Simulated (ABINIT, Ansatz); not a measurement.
# A GW chain in ABINIT: LiCl (Fm-3m), part 2 of 2

How does a plane-wave GW calculation on LiCl (Fm-3m) run from the first input to the gap?

ABINIT 10.8.3; PBE and many-body steps on it, plane waves. Known limits of the many-body steps: not at the basis limit.

So far. Step 2 (Ground state): The gap is direct, at Γ. Step 3 (Bands along the symmetry lines): The gap is 6.282 eV, −0.002 eV from the run before at this level.

## (4) Empty states on the mesh, 6×6×6 mesh, 630 bands

Level of this step: DFT, PBE, plane waves, norm-conserving pseudopotentials (ABINIT).

The sums over transitions need many empty states on a uniform mesh; this step solves for them.

Contents of run.abi:

```
acell 3*1.0 Angstrom
rprim 
  0.000000000000 2.571500000000 2.571500000000
  2.571500000000 0.000000000000 2.571500000000
  2.571500000000 2.571500000000 -0.000000000000
ntypat 2
znucl 3 17
natom 2
typat 1 2
xred 
  0.000000000000 0.000000000000 0.000000000000
  0.500000000000 0.500000000000 0.500000000000
pp_dirpath "pseudos"
pseudos "Li.upf, Cl.upf"
ecut 33
ngkpt 6 6 6
nshiftk 1
shiftk 0 0 0
kptopt 1
chksymbreak 0
irdden 1
istwfk *1
nband 630
prtvol 0
optdriver 6
gwr_task "HDIAGO"
paral_kgb 0
occopt 1
indata_prefix "in"
outdata_prefix "out"
tmpdata_prefix "tmp"
```

The run is started by

```bash
> OMP_NUM_THREADS=1 mpirun -n 4 abinit run.abi > log
```

Numbers of over 12 decimals in the logs are rounded to 6 here.

Output:

```text
[banner, memory and clock lines left out]
.Version 10.8.3 of ABINIT. v10.8.2 released Aug 2026.

 Symmetries : space group Fm -3 m (#225); Bravais cF (face-center cubic)
[... echo of the input left out ...]
== DATASET  1 ==================================================================
-   mpi_nproc: 4, omp_nthreads: 1 (-1 if OMP is not activated)

--- !DatasetInfo
iteration_state: {dtset: 1, }
dimensions: {natom: 2, nkpt: 16, mband: 630, nsppol: 1, nspinor: 1, nspden: 1, mpw: 2092, }
cutoff_energies: {ecut:  33.0, pawecutdg:  -1.0, }
electrons: {nelect:   1.00000000E+01, charge:   0.00000000E+00, occopt:   1.00000000E+00, tsmear:   1.00000000E-02, }

.Using double precision arithmetic; gwpc =  8

- Reading GS density from: in_DEN

--- Pseudopotential description ------------------------------------------------
- Li Generated using ONCVPSP code by D. R. Hamann
-  3.00000   3.00000  171031                  znucl, zion, pspdat
12 -101130 1 -1 1944                          pspcod,pspxc,lmax,lloc,mmax
     nproj     2     2     0
  pspatm : epsatm=    2.74360059
         --- l  ekb(1:nproj) -->
             0   -4.951544   -1.544797
             1   -2.250661   -0.474685
 pspatm: atomic psp has been read  and splines computed

- Cl Generated using ONCVPSP code by D. R. Hamann
- 17.00000   7.00000  171031                  znucl, zion, pspdat
12 -101130 2 -1 1028                          pspcod,pspxc,lmax,lloc,mmax
     nproj     2     2     2
  pspatm : epsatm=    9.12776517
         --- l  ekb(1:nproj) -->
             0    8.139296    0.698720
             1    3.821713    1.107519
             2   -2.938609   -0.805455
 pspatm: atomic psp has been read  and splines computed

   1.18713658E+02                                ecore*ucvol(ha*bohr**3)

 Total charge density [el/Bohr^3]
)     Maximum=    2.7819E+00  at reduced coord.    0.0000    0.0000    0.0000
)     Minimum=    3.4706E-03  at reduced coord.    0.2500    0.2500    0.2500
   Integrated=    1.0000E+01

 === KS gaps after direct diagonalization ===
 Direct band gap semiconductor
 Fundamental gap:     6.285 (eV)
   VBM:     0.193 (eV) at k: [ 0.0000E+00,  0.0000E+00,  0.0000E+00]
   CBM:     6.477 (eV) at k: [ 0.0000E+00,  0.0000E+00,  0.0000E+00]
 Direct gap:         6.285 (eV) at k: [ 0.0000E+00,  0.0000E+00,  0.0000E+00]

== END DATASET(S) ==============================================================

 -outvars: echo values of variables after computation  --------
           etotal      0.0000000000E+00
            nband         630
             nkpt          16
          spgroup         225
 [... the other variables as echoed above ...]

 Calculation completed.
```

It took 26 s on 4 MPI ranks of Intel Xeon Platinum 8375C at 2.90GHz (Ice Lake), shared host; peak memory 1.3 GiB.

This step gave:

| Property | Result |
| --- | --- |
| gap | 6.285 eV |
| k of the valence top | 0, 0, 0 |
| k of the conduction bottom | 0, 0, 0 |
| least direct gap | 6.285 eV |
| k points computed | 16 |
| lowest point of the top converged band, above the valence top | 388.3054 eV |

On this mesh the gap is 6.285 eV.

## (5) Screening, 6×6×6 mesh, 622 bands, screening to 435.4 eV

The RPA dielectric matrix is built and inverted for each q.

This step: RPA screening on PBE, plane waves, norm-conserving pseudopotentials.

run.abi, as its differences from that of step 4:

```diff
@@ -20,10 +20,11 @@
 chksymbreak 0
-irdden 1
 istwfk *1
-nband 630
-prtvol 0
-optdriver 6
-gwr_task "HDIAGO"
-paral_kgb 0
 occopt 1
+irdwfk 1
+optdriver 3
+nband 622
+ecuteps 16
+inclvkb 2
+awtr 1
+symchi 1
 indata_prefix "in"
```

Output:

```text
.Version 10.8.3 of ABINIT. v10.8.2 released Aug 2026.

 Symmetries : space group Fm -3 m (#225); Bravais cF (face-center cubic)
[... echo of the input left out ...]
== DATASET  1 ==================================================================
-   mpi_nproc: 4, omp_nthreads: 1 (-1 if OMP is not activated)

--- !DatasetInfo
iteration_state: {dtset: 1, }
dimensions: {natom: 2, nkpt: 16, mband: 622, nsppol: 1, nspinor: 1, nspden: 1, mpw: 2092, }
cutoff_energies: {ecut:  33.0, pawecutdg:  -1.0, }
electrons: {nelect:   1.00000000E+01, charge:   0.00000000E+00, occopt:   1.00000000E+00, tsmear:   1.00000000E-02, }

 SCREENING: Calculation of the susceptibility and dielectric matrices

 Based on a program developped by R.W. Godby, V. Olevano, G. Onida, and L. Reining.
 Incorporated in ABINIT by V. Olevano, G.-M. Rignanese, and M. Torrent.
.Using double precision arithmetic ; gwpc =  8

[... cell and pseudopotentials left out ...]
--------------------------------------------------------------------------------

 ==== K-mesh for the wavefunctions ====
 Number of points in the irreducible wedge :    16
[... list of points left out ...]
 Together with 48 symmetry operations and time-reversal symmetry
 yields   216 points in the full Brillouin Zone.

 ==== Q-mesh for the screening function ====
 Number of points in the irreducible wedge :    16
[... list of points left out ...]
 Together with 48 symmetry operations and time-reversal symmetry
 yields   216 points in the full Brillouin Zone.

 setmesh: FFT mesh size selected  =    30x   30x   30
          total number of points  =        27000

 vcoul_init : cutoff-mode = AUXILIARY_FUNCTION
 q-points for optical limit:   1
     1)      0.000010    0.000020    0.000030

- screening: taking advantage of time-reversal symmetry
- Maximum band index for partially occupied states nbvw = 5
- Remaining bands to be divided among processors   nbcw = 617
- Number of bands treated by each node ~154

 Number of electrons calculated from density =   10.0000; Expected =   10.0000
 average of density, n =  0.043573
 r_s =    1.7629
 omega_plasma =   20.1355 [eV]

 calculating chi0 at frequencies [eV] :
  1    0.000000E+00    0.000000E+00
  2    0.000000E+00    2.013550E+01

--------------------------------------------------------------------------------
  q-point number  1        q = ( 0.000000, 0.000000, 0.000000) [r.l.u.]
--------------------------------------------------------------------------------
[... chi0 elements left out ...]
 For q-point:  0.000010 0.000020 0.000030
  dielectric constant =   2.7538
  dielectric constant without local fields =   3.2522

  Average fulfillment of the sum rule on Im[epsilon] for q-point    1 :     95.94  [%]
[... wings left out ...]
  q-point number  2        q = ( 0.166667, 0.000000, 0.000000) [r.l.u.]
--------------------------------------------------------------------------------
[... chi0 elements left out ...]
  Average fulfillment of the sum rule on Im[epsilon] for q-point    2 :     95.99  [%]

 [... 14 further q-points ...]
```

The job ended after 20 min (4 MPI ranks; peak memory 6.2 GiB).

Numbers from this step:

```yaml
eps_infinity_with_local_fields_on_this_mesh_along_the_program_s_q_direction: 2.754
the_same_without_local_fields: 3.252
plasma_frequency: 20.14 eV
plane_waves_in_the_screening_matrix: 725
```

Local fields lower ε∞ by 15 %.

## (6) Self-energy, 6×6×6 mesh, 622 bands, screening to 435.4 eV

The self-energy is evaluated for the states that the input lists, and the levels follow from it, in one-shot runs by the linearised quasiparticle equation.

This step: G0W0 on PBE, plane waves, norm-conserving pseudopotentials.

run.abi, as its differences from that of step 5:

```diff
@@ -23,8 +23,15 @@
 irdwfk 1
-optdriver 3
+optdriver 4
 nband 622
+gwcalctyp 0
+ecutsigx 33
+symsigma 1
+nkptgw 1
+kptgw 
+  0.0000000000 0.0000000000 0.0000000000
+bdgw 
+  3 9
 ecuteps 16
-inclvkb 2
-awtr 1
-symchi 1
+irdscr 1
+ppmodel 1
 indata_prefix "in"
```

Output:

```text
.Version 10.8.3 of ABINIT. v10.8.2 released Aug 2026.

 Symmetries : space group Fm -3 m (#225); Bravais cF (face-center cubic)
[... echo of the input left out ...]
== DATASET  1 ==================================================================
-   mpi_nproc: 4, omp_nthreads: 1 (-1 if OMP is not activated)

--- !DatasetInfo
iteration_state: {dtset: 1, }
dimensions: {natom: 2, nkpt: 16, mband: 622, nsppol: 1, nspinor: 1, nspden: 1, mpw: 2092, }
cutoff_energies: {ecut:  33.0, pawecutdg:  -1.0, }
electrons: {nelect:   1.00000000E+01, charge:   0.00000000E+00, occopt:   1.00000000E+00, tsmear:   1.00000000E-02, }

 SIGMA: Calculation of the GW corrections

 Based on a program developped by R.W. Godby, V. Olevano, G. Onida, and L. Reining.
 Incorporated in ABINIT by V. Olevano, G.-M. Rignanese, and M. Torrent.
.Using double precision arithmetic ; gwpc =  8

[... cell and pseudopotentials left out ...]
--------------------------------------------------------------------------------

 ==== K-mesh for the wavefunctions ====
 Number of points in the irreducible wedge :    16
[... list of points left out ...]
 Together with 48 symmetry operations and time-reversal symmetry
 yields   216 points in the full Brillouin Zone.

 ==== Q-mesh for screening function ====
 Number of points in the irreducible wedge :    16
[... list of points left out ...]
 Together with 48 symmetry operations and time-reversal symmetry
 yields   216 points in the full Brillouin Zone.

 vcoul_init : cutoff-mode = AUXILIARY_FUNCTION
 q-points for optical limit:   1
     1)      0.000010    0.000020    0.000030
 setmesh: FFT mesh size selected  =    36x   36x   36
          total number of points  =        46656

 Number of electrons calculated from density =   10.0000; Expected =   10.0000
 average of density, n =  0.043573
 r_s =    1.7629
 omega_plasma =   20.1355 [eV]

 === KS Band Gaps ===
  >>>> For spin  1
   Minimum direct gap =   6.2845 [eV], located at k-point      :   0.0000  0.0000  0.0000
   Fundamental gap    =   6.2845 [eV], Top of valence bands at :   0.0000  0.0000  0.0000
                                       Bottom of conduction at :   0.0000  0.0000  0.0000
 SIGMA fundamental parameters:
 PLASMON POLE MODEL  1
 number of plane-waves for SigmaX                 2085
 number of plane-waves for SigmaC and W            725
 number of plane-waves for wavefunctions          2085
 number of bands                                   622
 number of independent spin polarizations            1
 number of spinorial components                      1
 number of k-points in IBZ                          16
 number of q-points in IBZ                          16
 number of symmetry operations                      48
 number of k-points in BZ                          216
 number of q-points in BZ                          216
 number of frequencies for dSigma/dE                 9
 frequency step for dSigma/dE [eV]                0.25
 number of omega for Sigma on real axis              0
 max omega for Sigma on real axis  [eV]           0.00
 zcut for avoiding poles [eV]                     0.10

 EPSILON^-1 parameters (SCR file):
 dimension of the eps^-1 matrix on file            725
 dimension of the eps^-1 matrix used               725
 number of plane-waves for wavefunctions          2085
 number of bands                                   622
 number of q-points in IBZ                          16
 number of frequencies                               2
 number of real frequencies                          1
 number of imag frequencies                          1

 matrix elements of self-energy operator (all in [eV])

 Perturbative Calculation

--- !SelfEnergy_ee
iteration_state: {dtset: 1, }
kpoint     : [   0.000,    0.000,    0.000, ]
spin       : 1
KS_gap     :    6.285
QP_gap     :    9.067
Delta_QP_KS:    2.782
data: !SigmaeeData |
     Band     E0 <VxcDFT>   SigX SigC(E0)      Z dSigC/dE  Sig(E)    E-E0       E
        3   0.193 -14.693 -19.029   1.656   0.802  -0.247 -16.841  -2.147  -1.955
        4   0.193 -14.693 -19.029   1.656   0.802  -0.247 -16.841  -2.147  -1.955
        5   0.193 -14.693 -19.029   1.656   0.802  -0.247 -16.841  -2.147  -1.955
        6   6.477  -9.170  -4.732  -3.688   0.846  -0.182  -8.535   0.635   7.112
        7  11.985  -9.607  -4.365  -3.891   0.840  -0.191  -8.472   1.134  13.119
        8  11.985  -9.607  -4.365  -3.891   0.840  -0.191  -8.472   1.134  13.119
        9  11.985  -9.607  -4.365  -3.891   0.840  -0.191  -8.472   1.134  13.119

== END DATASET(S) ==============================================================
================================================================================

 -outvars: echo values of variables after computation  --------
           etotal      0.0000000000E+00
            nband         622
             nkpt          16
          spgroup         225
 [... the other variables as echoed above ...]

 Calculation completed.
```

Elapsed: 5.7 min, on 4 MPI ranks; peak memory 6.8 GiB.

Numbers from this step:

```yaml
g0w0_gap_on_the_points_computed: 9.067 eV
starting_gap_on_the_mesh: 6.285 eV
k_of_the_valence_top: 0, 0, 0
k_of_the_conduction_bottom: 0, 0, 0
z_at_the_valence_top: 0.802
z_at_the_conduction_bottom: 0.846
least_direct_g0w0_gap_on_the_computed_points: 9.067 eV
```

The gap on the mesh goes from 6.28 eV to 9.07 eV, a correction of +2.78 eV.

Limits: finite bands, cutoff and mesh. v1 is the top filled band, c1 the lowest empty one. The levels before and after the correction (eV, zero at the valence-band top of each column):

```
           conduction bottom  valence top
Kohn-Sham               6.28         0.00
     G0W0               9.07         0.00
```

```
             level  energy (eV)
Kohn-Sham  Γ v3-v1        0.000
Kohn-Sham     Γ c1        6.285
Kohn-Sham  Γ c2-c4       11.792
     G0W0  Γ v3-v1        0.000
     G0W0     Γ c1        9.067
     G0W0  Γ c2-c4       15.074
```

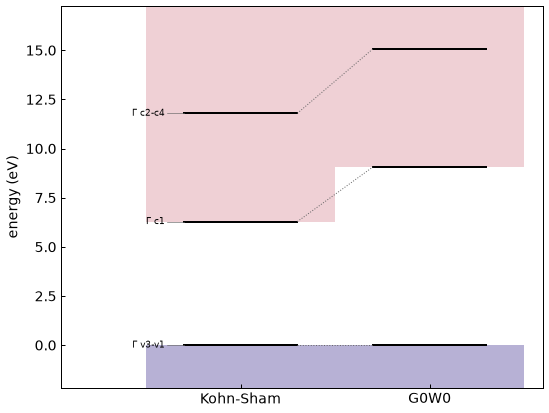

Levels before and after the correction. Shaded: valence and conduction bands.

## (7) Where the time went

Times are wall times on 4 MPI ranks of Intel Xeon Platinum 8375C at 2.90GHz (Ice Lake), shared host, good to a factor of about two.

```
                          step     time  share  memory (GiB)
                  ground state    6.2 s    0 %          0.32
bands along the symmetry lines    5.6 s    0 %          0.29
      empty states on the mesh     26 s    2 %           1.3
                     screening   20 min   76 %           6.2
                   self-energy  5.7 min   22 %           6.8
```

## (8) What came out

- PBE gap: 6.28 eV, indirect (only 2 meV under the direct gap)
- G0W0 gap on the mesh: 9.07 eV
- GW settings: 6×6×6 mesh, 622 bands, screening to 435.4 eV, Godby-Needs plasmon pole
- known limits: not at the basis limit

G0W0 moves the gap on the mesh from 6.28 eV to 9.07 eV (+2.78 eV), with Z of 0.80 and 0.85 at the edges. Local fields lower the RPA ε∞ on this mesh from 3.25 to 2.75. Only 1 of the mesh's irreducible points was corrected, so a valley elsewhere could overtake. The dearest step here is «screening». Bands and cutoff are finite, so the gap is not at the basis limit. The miss can reach some tenths of an eV and take either sign; the mesh is an error of its own. In the G0W0 run levels were corrected at 1 k point alone, so a gap called «on the mesh» is the least over those, and an edge elsewhere would be missed.

[Paths, hosts, dates, memory and timing lines, banners, echoed tables and standing remarks are left out of the program output.]

[Logs are printed without paths, hosts, clocks, repeated set-up lines and the standing remarks that a program may print on its own settings, such as how far it seeks lower states.]

[Runs of the session that timed out or met a known fault of the program may be left out.]

[Hosts, paths, dates, database ids (printed as entryN), source tags and the programs' standing remarks are cut or masked in the printed files.]

[G0W0 gaps are taken among the corrected bands and points alone; a level outside them can change the order at an edge.]

[Where Ansatz stands beside ABINIT at settings called matched, ABINIT's density can come from a denser mesh and the files from another edition; pairs whose starting gaps differed by over 0.03 eV were left out, so agreement reads better than it is.]
